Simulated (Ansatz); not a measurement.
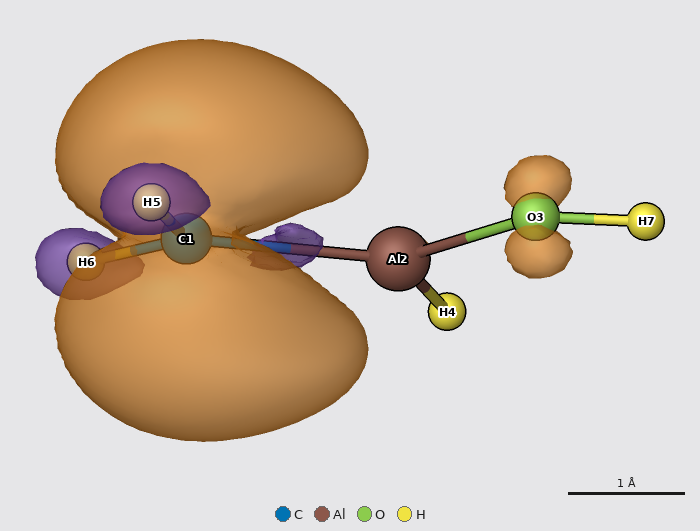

Figure 1: CH4AlO (SMILES [CH2][AlH][OH]) (doublet). Isosurfaces of the spin density (α minus β) at +0.015 (orange) and −0.015 e/Å³ (purple), seen from one side.

Geometry: r2SCAN-D4/def2-SVP.

Theory: Ansatz, isolated molecule in a Gaussian basis; Kohn-Sham density functional theory, functional PBE0.

```xyz
7

C    -0.5582   -0.3081   -1.6691
Al    0.7615    0.0309   -0.3120
O     0.3927    1.2641    0.8124
H     2.1294   -0.7687   -0.2086
H    -1.5079    0.2400   -1.7483
H    -0.4587   -1.0683   -2.4568
H     0.9524    1.5433    1.5415
```

Q: Which atoms carry the spin?

A: The unpaired spin (1 electron) lies mostly on C1 (about 0.8) and Al2 (about 0.2), in electrons by Hirshfeld's partition.
